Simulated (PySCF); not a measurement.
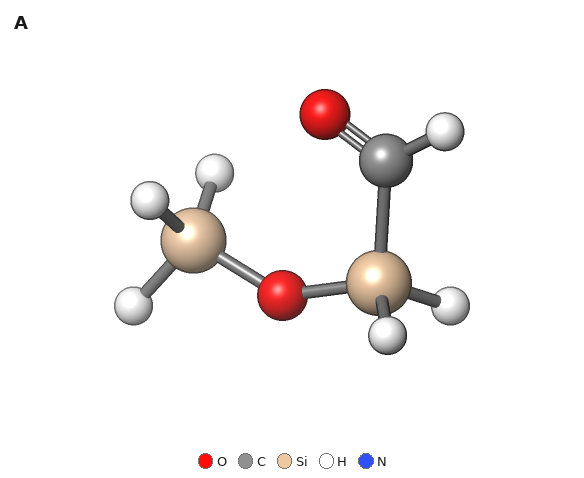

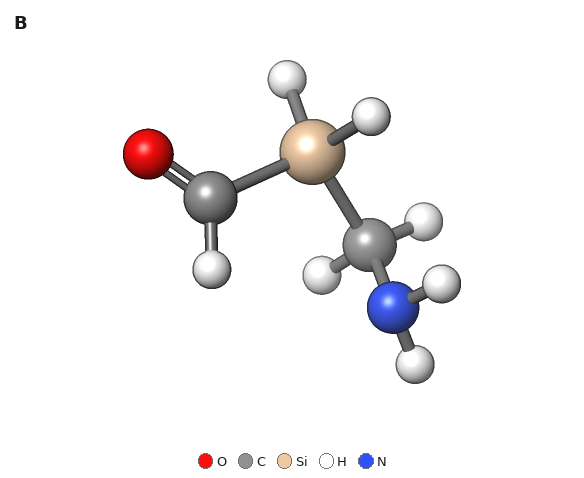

Two related species, optimised with PBE0-D3(BJ)/def2-SVP; properties computed with PySCF 2.14.0. Both: charge 0, singlet.

Identify both.

Answer. A is CH6O2Si2 (O=C[SiH2]O[SiH3]), B is C2H7NOSi (NC[SiH2]C=O).

Compare them. With WP04/pcSseg-2: dipole moment (D), HOMO–LUMO gap (eV), HOMO energy (Kohn–Sham orbital) (eV). With B3LYP/def2-SVPD: lowest vertical singlet excitation (eV), mean static polarisability (bohr³).

| quantity | A | B |
| --- | --- | --- |
| dipole moment (D) | 2.11 | 4.23 |
| HOMO–LUMO gap (eV) | 4.47 | 4.30 |
| HOMO energy (Kohn–Sham orbital) (eV) | −8.48 | −7.89 |
| lowest vertical singlet excitation (eV) | 3.27 | 3.14 |
| mean static polarisability (bohr³) | 71.8 | 66.3 |

Each is one conformer, and no frequency run is at hand to confirm it as a minimum.
